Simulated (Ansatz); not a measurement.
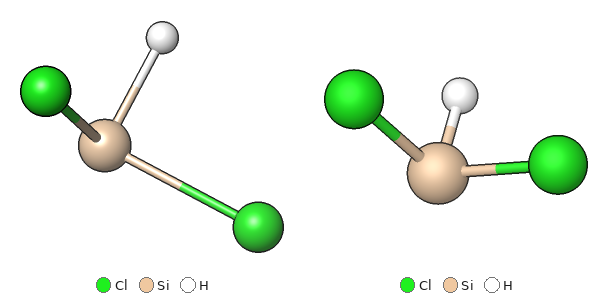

Source: calculation with Ansatz.

Both panels show the same species.

The species has charge −1 and is a spin singlet.

Describe the molecule.

It has 4 atoms: 2 chlorine, 1 hydrogen and 1 silicon (Cl₂HSi⁻). This geometry has Cs symmetry. Coordination: 1 Si trigonal pyramidal.
